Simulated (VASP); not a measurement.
Band structure of CsSrF3 (space group Pm-3m). Calculation: PBEsol GGA, VASP's PBE PAW potentials (set 64) (plane waves; VASP).

Unless said otherwise, spin-orbit coupling is left out, though it shifts the bands of the heavy elements here.

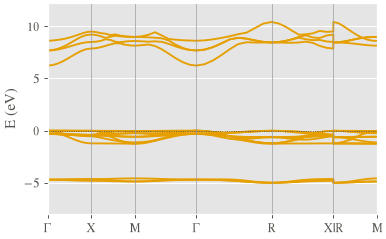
Bands along high-symmetry lines, zero at the valence-band maximum or, without a gap, the Fermi level

Problem. Read the plot: is there a gap, and where are the band edges?

Solution. The gap is direct, 6.24 eV, from the valence maximum at Γ to the conduction minimum at Γ.

The structure comes from a computed database's CsSrF3 entry; how it stands against other phases isn't given here. The cell was not relaxed at this level.
